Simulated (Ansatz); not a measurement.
## Electronic structure of BH$_{8}$NSi in real space

Input file:

```
crystal:
  periodic: [false, false, false]
  atoms:
    - { symbol: B, position_ang: [0.14485, 0.493966, -0.357152] }
    - { symbol: "N", position_ang: [-0.267244, -0.070353, 2.27749] }
    - { symbol: H, position_ang: [-1.025773, -0.678078, 2.573057] }
    - { symbol: H, position_ang: [0.595115, -0.381971, 2.717506] }
    - { symbol: H, position_ang: [1.257668, 0.047936, -0.419408] }
    - { symbol: H, position_ang: [-0.742071, -0.150511, -0.84429] }
    - { symbol: Si, position_ang: [-0.172538, 2.298803, 0.359758] }
    - { symbol: H, position_ang: [-1.534794, 2.479362, 0.972103] }
    - { symbol: H, position_ang: [0.800821, 2.666126, 1.44021] }
    - { symbol: H, position_ang: [-0.052821, 3.377011, -0.681667] }
    - { symbol: H, position_ang: [-0.462113, 0.890709, 2.609293] }
basis:
  gaussian: { orbitals: "6-31G*" }
hamiltonian:
  xc: r2scan
  dispersion: d4
relax:
  f_tol: 0.03
  max_steps: 50
output:
  orbitals: {}
```

Launched as:

```sh
ansatz run input.yaml --threads 1 --pin off --max-ram 2048MiB --backend cpu --events-out ev --progress --plain --runs-dir out
```

The fields are those of the run's last geometry, not of the input's.

Theory: Ansatz 0.2.0, RKS r2SCAN-D4/6-31G*.

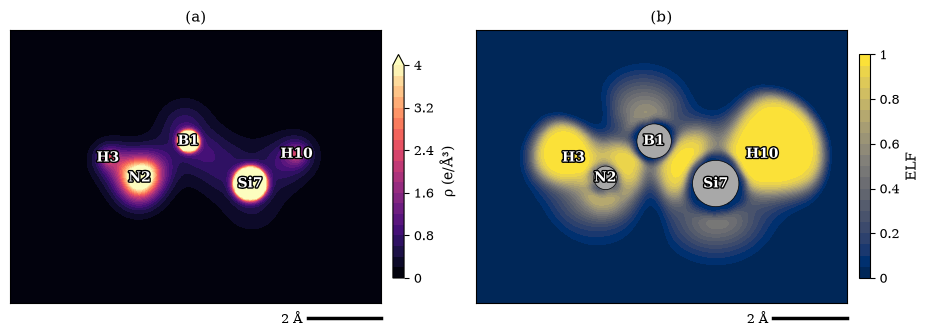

Figure 1. (a) total electron density; (b) ELF on the plane of atoms N2, B1 and Si7. Grey discs cover the atomic cores in the ELF map.

Question: What do the fields say about this system?

Answer: Atoms in the plane: B, N, H and Si.
B–N (1.65 Å): ρ at the midpoint is about 1.1 e/Å³; the ELF peaks at about 0.95 between the atoms: a polar covalent bond.
Si–B (2.03 Å): the density is about 0.77 e/Å³ at the midpoint; the ELF peaks at about 1 between the atoms: localised, covalent bonding.
N–H (1.02 Å): the density is about 2.9 e/Å³ at the midpoint; the ELF climbs to about 1 towards the hydrogen, as it does in any bond to H: an ordinary covalent bond to hydrogen.
Si–H (1.50 Å): ρ is about 0.75 e/Å³ halfway; the ELF climbs to about 1 towards the hydrogen.

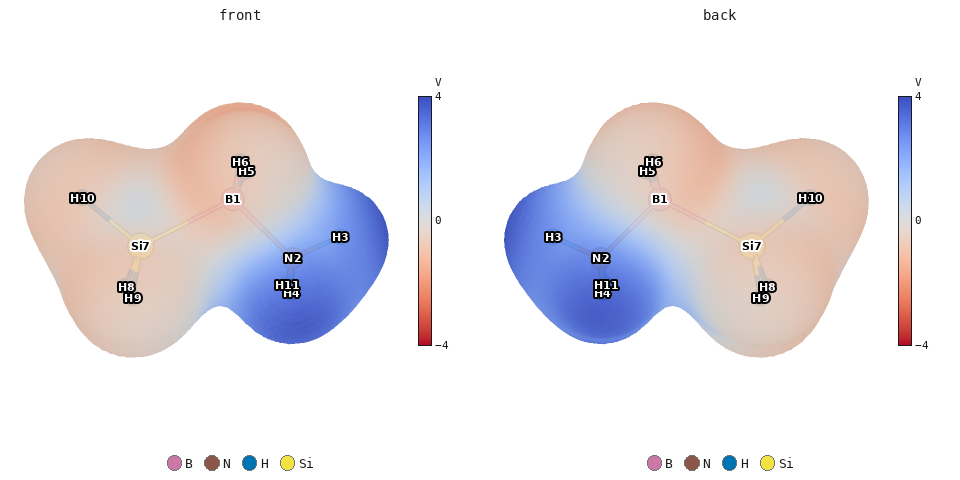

Figure 2. The molecular electrostatic potential painted on the density surface at 0.004 e/bohr³, seen from the front and from behind; the colour scale runs from red (negative) to blue (positive).

Question: Which sites attract a positive test charge, and which a negative one?

Answer: A positive charge is drawn to the negative regions and a negative charge to the positive ones. The most negative region (about −1.5 V) lies over H5, the most positive (about +3.7 V) over H3, H4 and H11.

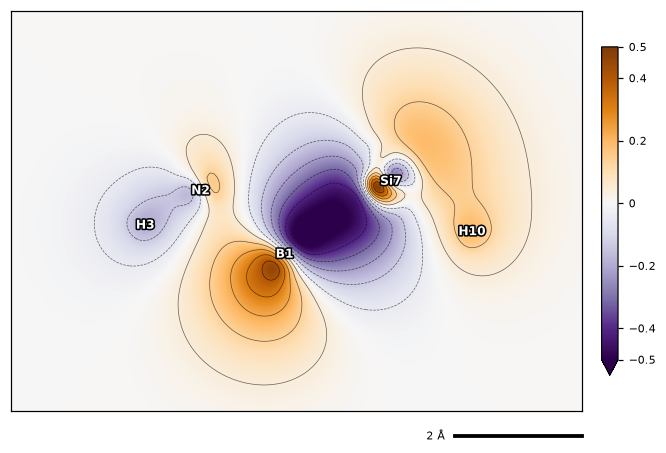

Figure 3. The HOMO on the plane of atoms B1, Si7 and H10 (values in Å⁻³ᐟ²; the overall sign is arbitrary).

Question: Where does this orbital lie, and at what energy?

Answer: Its weight (Hirshfeld) is mainly on Si7 (about 35 %), B1 (about 35 %), H5 (about 5 %) and H6 (about 5 %). Its energy is −5.82 eV.
